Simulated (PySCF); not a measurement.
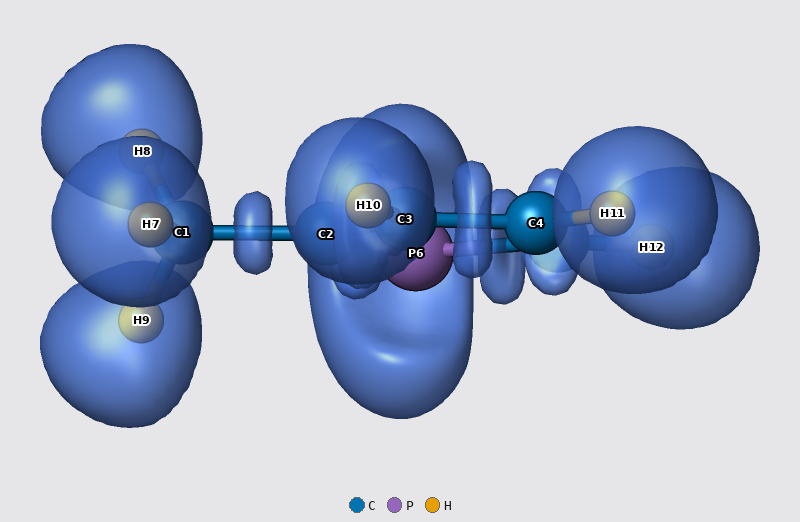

Figure. C₅H₆P (SMILES Cc1ccc[p-]1) (charge −1). Isosurface of the electron localisation function at 0.85 (blue), seen from one side. Core shells and regions of very low density are left out.

Geometry: GFN2-xTB.

All numbers below come from PBE0/pcSseg-1, SCF density, gas phase, non-relativistic in PySCF.

```xyz
12

C    -2.0027   -0.0420    0.0253
C    -0.5096   -0.1991   -0.0368
C     0.3792    0.8320    0.1871
C     1.7185    0.4428    0.0699
C     1.8522   -0.8889   -0.2461
P     0.3181   -1.7072   -0.4088
H    -2.2609    0.9757    0.3298
H    -2.4658   -0.2334   -0.9464
H    -2.4471   -0.7374    0.7414
H     0.0638    1.8432    0.4299
H     2.5590    1.1149    0.2154
H     2.7965   -1.4013   -0.3867
```

Q: Where are the electrons localised?

A: The surface consists of four regions between bonded C–C atoms (shared pairs), two regions between bonded C–P atoms (shared pairs), six regions around hydrogen nuclei and one lobe on P, pointing away from the bonds (lone pairs).

Values along the shortest contacts:
C–C (1.38 Å): the ELF peaks at about 0.95 between the atoms; localised, covalent bonding. C–P (1.75 Å): the ELF peaks at about 0.95 between the atoms: localised, covalent bonding.
